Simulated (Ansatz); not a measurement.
## Hypothetical P6_3/mmc GeS2, response to strain

The reference is GeS$_{2}$ in the 2H-MoS2 type structure (space group P6_3/mmc, No. 194; a = 3.428 Å, c = 10.622 Å; a hypothetical phase, not in the database extracts checked; layered, stacked along the Cartesian z axis).

Strains are applied to the cell and any free atomic positions relax.

Method: Ansatz (a first-principles code), PBE-D3(BJ), PAW, cutoff 420 eV, spin-orbit coupling left out, earlier PAW set.

Notes on the quantities. energy relative to the base: free energy F.

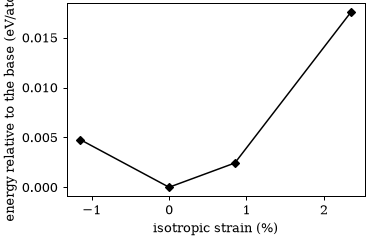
Energy relative to the base against isotropic strain

**Question.** From the plot, what is the energy relative to the base for isotropic strain +2.35 %?

**Answer.** About 0.018 eV/atom.

**Question.** Is the trend monotonic over the range shown?

**Answer.** No, it turns within the range, spanning 0 meV/atom to +18 meV/atom.

Whether these cells are dynamically stable was not tested. The final runs are not spin-polarised.
